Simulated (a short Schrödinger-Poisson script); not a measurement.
Structure: gated Al0.3Ga0.7N/GaN polarisation-induced gas, at 300 K.

```tsv
layer	material	thickness (nm)	Na (cm⁻³)
1	Al0.3Ga0.7N	10	-
2	GaN	6000	7e14
```

The device is made up for the run: typed textbook-type constants, with dimensions and the other settings drawn at random. Al0.3Ga0.7N: permittivity 9.32, conduction-band edge (eV) 0.414, gap (eV) 4.021, electron mass (mₑ) 0.236, Nv at 300 K (cm⁻³) 4.6e19. GaN: permittivity 9.5, conduction-band edge (eV) 0, gap (eV) 3.43, Nv at 300 K (cm⁻³) 4.6e19.

Channel valleys (confinement mass, in-plane density-of-states mass, number): Γ 0.2, 0.2, 1. At the gate the conduction-band edge of layer 1 lies 1.23 eV − eVg above the Fermi level of the channel; the field vanishes at the back. Sheet of polarisation charge: +1.5e13 e/cm² at 10 nm from the gate. The barrier under the gate holds no holes. Gaps are held at their typed values at every temperature. Mesh 0.08 nm at interfaces.

From a short Schrödinger-Poisson script (our own, NumPy): 1D Poisson equation in equilibrium, electrons quantum, Hartree (BenDaniel-Duke, 40 states a valley, the channel's in-plane mass for all, wave functions free to enter the barrier), parabolic valleys, classical holes, full ionisation, no traps, pinning or gate leakage.

Only gate voltages with over 1e8 electrons/cm² are shown.

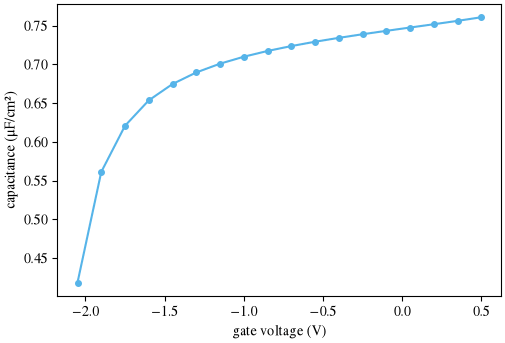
Figure: Quasi-static capacitance against gate voltage

```csv
Vg (V),electrons (cm⁻²),in the channel layer,C (μF/cm²),Γ E0 (meV),Γ E1 (meV)
0.5,1.13e13,1.04e13,0.761,-117.1,9.8
0.35,1.06e13,9.78e12,0.756,-109.8,12.5
0.2,9.92e12,9.20e12,0.752,-102.4,15.1
0.05,9.22e12,8.61e12,0.747,-95.0,17.8
-0.1,8.52e12,8.01e12,0.743,-87.5,20.5
-0.25,7.83e12,7.40e12,0.739,-79.9,23.3
-0.4,7.14e12,6.79e12,0.734,-72.2,26.0
-0.55,6.45e12,6.17e12,0.729,-64.4,28.8
-0.7,5.77e12,5.55e12,0.724,-56.4,31.8
-0.85,5.10e12,4.93e12,0.717,-48.2,34.8
-1,4.43e12,4.30e12,0.710,-39.7,38.0
-1.15,3.77e12,3.68e12,0.701,-30.8,41.4
-1.3,3.12e12,3.06e12,0.689,-21.3,45.2
-1.45,2.48e12,2.44e12,0.675,-10.8,49.6
-1.6,1.86e12,1.84e12,0.653,1.2,55.0
-1.75,1.26e12,1.25e12,0.621,15.9,62.4
-1.9,7.05e11,7.01e11,0.561,36.0,74.0
-2.05,2.35e11,2.35e11,0.418,70.6,98.4
```

Subbands count from the Fermi level.
